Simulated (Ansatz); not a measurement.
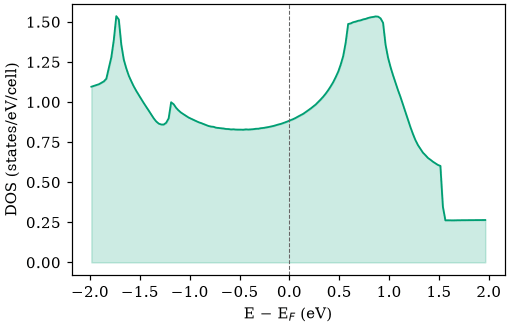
*Density of states of Ir (Fm-3m) near the Fermi level, PBEsol, rigid bands, earlier PAW set in Ansatz (a program for electronic structure).*

**Question.** With 1 atom a cell, what bare Sommerfeld coefficient γ = (π²/3) k_B² N(E_F) follows?

**Answer.** N(E_F) ≈ 0.88 states/eV a cell at 300 K, so γ ≈ 2.1 mJ/(mol of atoms·K²), before electron-phonon enhancement.

**Question.** How far does the Fermi level move in a rigid band for 0.1 electron a cell added or removed?

**Answer.** 111 meV and -115 meV.

A metal at this level (no band gap); rigid bands, thermally averaged at 300 K, both spins. Spin-orbit coupling is left out, which matters with elements this heavy. Geometry: cell and atoms relaxed with PBEsol.
